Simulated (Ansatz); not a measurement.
# Ta4H: one candidate of a structure search

Where does this trial cell of Ta4H go when cell and atoms are let free?

Program: Ansatz 0.2.0. Level of theory: DFT PBE, scalar-relativistic, plane waves, PAW. These are calculated values, not measurements.

**1. The system as given**

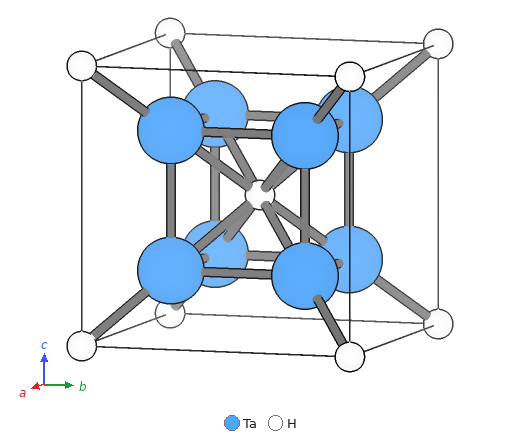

Start, viewed slightly off an axis; tantalum blue, hydrogen white. Atoms on the faces are drawn again on the opposite ones. The cell drawn here is the conventional one.

Coordinates:

```xyz
5
Lattice="-2.7463 2.7463 2.7463 2.7463 -2.7463 2.7463 2.7463 2.7463 -2.7463" Properties=species:S:1:pos:R:3 pbc="T T T"
Ta    1.3732    1.3732    1.3732
Ta    1.3732    1.3732   -1.3732
Ta    1.3732   -1.3732    1.3732
Ta   -1.3732    1.3732    1.3732
H     0.0000    0.0000    0.0000
```

A structure generator made this guess: random cell by space group and Wyckoff sites (Im-3m, No. 229). The dimensions are guesses.

**2. A first look at the guess**

input.yaml reads:

```yaml
crystal:
  lattice:
    - [-2.74632897, 2.74632897, 2.74632897]
    - [2.74632897, -2.74632897, 2.74632897]
    - [2.74632897, 2.74632897, -2.74632897]
  atoms:
    - { symbol: Ta, position: [0.5, 0.5, 0.5] }
    - { symbol: Ta, position: [0.0, 0.0, 0.5] }
    - { symbol: Ta, position: [0.0, 0.5, 0.0] }
    - { symbol: Ta, position: [0.5, 0.0, 0.0] }
    - { symbol: H, position: [0.0, 0.0, 0.0] }
basis:
  ecutwfc: 420
kpoints:
  mp_grid: { grid: [4, 4, 4] }
hamiltonian:
  xc: pbe
scf:
  occupations: { method: gaussian, width: 0.1 }
  lower_state_search: "off"
output:
  forces: true
  stress: true
  eigenvalues: true
```

On the command line:

```bash
$ ansatz run input.yaml --threads 1 --pin off --max-ram 2560MiB --backend cpu --events-out ev --progress --plain --runs-dir out
```

The session goes on with these runs: a loose first relaxation; full relaxation.

What does the calculation give? Wanted: conventional cell; volume; energy over the elements; gap on the mesh.

The runs gave:

| quantity | value |
| --- | --- |
| symmetry at the end (tolerance 0.05 Å) | space group Im-3m (No. 229) |
| conventional cell | a = 5.501 Å, b = 5.501 Å, c = 5.501 Å, α = 90.00°, β = 90.00°, γ = 90.00° |
| volume | 16.64 Å³/atom |
| energy over the elements (uncorrected; H, N, O, F and Cl as molecules) | +0.83 eV/atom |
| gap on the mesh | none (metal) |

In words: The space group Im-3m (No. 229) is kept, at nearly the size of the first guess. The formation energy is positive, so the separate elements lie lower. No finished test with a distortion of lower symmetry is shown, so the end may be a saddle point. Spin-orbit coupling is left out for Ta.
